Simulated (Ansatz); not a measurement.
Base system: CdS in the zinc blende structure (space group F-43m, No. 216; a = 5.878 Å).

Modification: the cell is scaled by 0.9750 in all directions, atoms relaxed at fixed cell.

The values are results of r2SCAN (Ansatz, a first-principles code, PAW, spin-orbit coupling left out), not measurements.

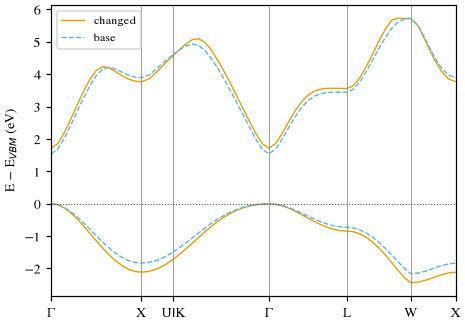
Highest valence and lowest conduction band along the path, each from its own valence-band maximum

Question: From the figure, how large is the changed gap, and is it direct?

Answer: About 1.7 eV, direct at Γ.

The cells carry an imposed strain or load. Semilocal Kohn–Sham gaps tend to fall short of experiment. No phonon test of stability was made.
